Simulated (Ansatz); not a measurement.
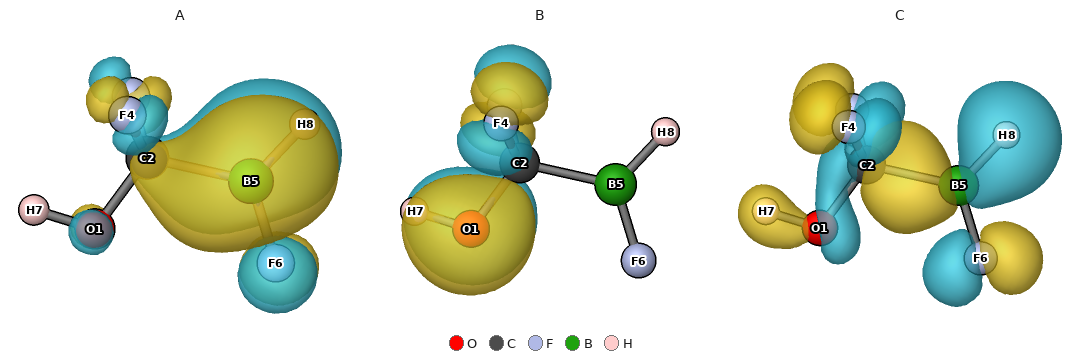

The picture shows: CH$_{2}$BF$_{3}$O (SMILES OC(F)(F)BF). Three frontier orbitals at ±0.1 Å⁻³ᐟ² (yellow and cyan are the two phases), in no order.

Geometry: PBE0-D4/def2-TZVP.

Computed with RKS PBE0-D4/def2-TZVPP (Ansatz).

```yaml
atoms:
  - { symbol: O, position_ang: [-1.2905, 0.0442, 0.6080] }
  - { symbol: C, position_ang: [0.0360, -0.0570, 0.4044] }
  - { symbol: F, position_ang: [0.7060, 0.8927, 1.1333] }
  - { symbol: F, position_ang: [0.5043, -1.2531, 0.8861] }
  - { symbol: B, position_ang: [0.4621, 0.0809, -1.1395] }
  - { symbol: F, position_ang: [-0.4627, 0.2751, -2.0425] }
  - { symbol: H, position_ang: [-1.4720, -0.0472, 1.5531] }
  - { symbol: H, position_ang: [1.6090, 0.0073, -1.4588] }
```

Order the three orbitals by energy and name them.

B is the HOMO−1 (−10.11 eV). By Hirshfeld shares it lies mainly on O1 (about 70 %), F3 (about 10 %) and F4 (about 10 %); largely a lone pair of O1. C is the HOMO (−9.60 eV). Its weight (Hirshfeld) is mainly on B5 (about 20 %), C2 (about 20 %), F6 (about 15 %), H8 (about 15 %), F3 (about 10 %) and F4 (about 10 %). A is the LUMO (−1.56 eV). By Hirshfeld shares it lies mainly on B5 (about 60 %), F6 (about 15 %), C2 (about 10 %) and H8 (about 10 %).

What is the HOMO–LUMO gap?

8.04 eV between the orbital energies.
